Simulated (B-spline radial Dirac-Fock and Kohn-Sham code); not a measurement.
The ion Cd²⁺. Computed with a B-spline radial atomic code: Dirac–Fock ΔSCF (average of configuration, Fermi nucleus, Breit and QED terms, no correlation).

A figure with this caption is to be made: «Shifts of Kα satellites and hypersatellites with the number of spectator holes in 2p, counted from the Kα line without spectators.» What will it show?

The Kα centroid lies at 23.109 keV. One spectator hole shifts it by 63.6 eV and 5 holes by 331 eV; the steps grow from 63.6 eV to 68.6 eV. The hypersatellite (both 1s electrons missing) lies 559 eV above Kα as an average over its terms.

The result:

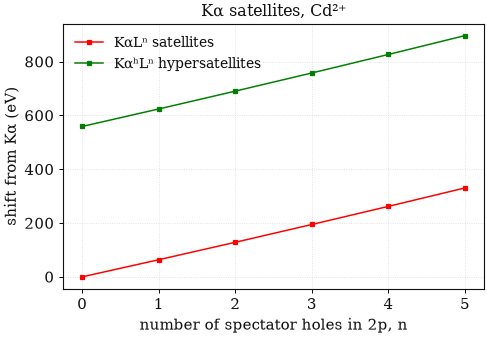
